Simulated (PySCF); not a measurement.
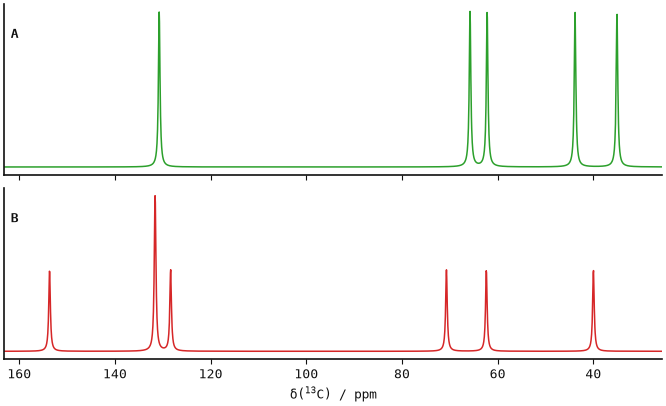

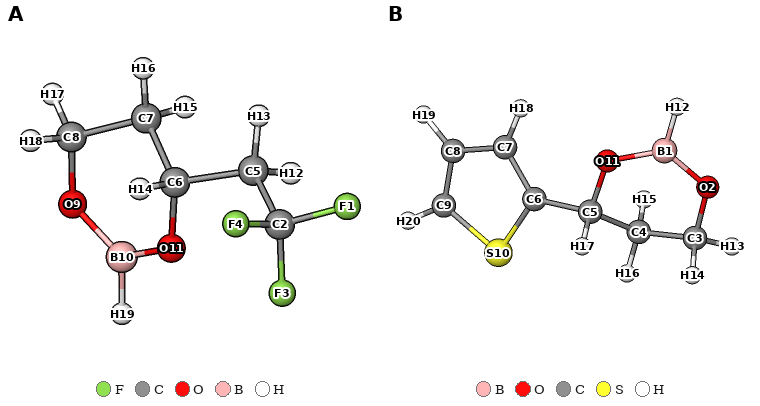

Related molecules: A is C₅H₈BF₃O₂, SMILES FC(F)(F)C[C@H]1CCOBO1; B is C₇H₉BO₂S, SMILES B1OCC[C@H](c2cccs2)O1. GIAO ¹³C shifts against TMS, PBE0/pcSseg-1, PySCF 2.14.0, at a PBE0-D3(BJ)/def2-SVP geometry (no frequency check); fully decoupled, line heights follow the number of nuclei within a panel, widths are arbitrary (no quadrupolar broadening); values of one conformer, averaged over methyl-type rotors and exact or near symmetry; other conformers aren't averaged in.

Assign the ¹³C signals of each molecule.

Answer. A: 130.8 (C2); 65.8 (C6); 62.2 (C8); 43.8 (C5); 35.1 (C7)
B: 153.7 (C6); 131.7 (C8); 131.6 (C9); 128.4 (C7); 70.7 (C5); 62.4 (C3); 40.0 (C4)

The order of signals that lie close, as those under 2 ppm apart, is within the error of the method.
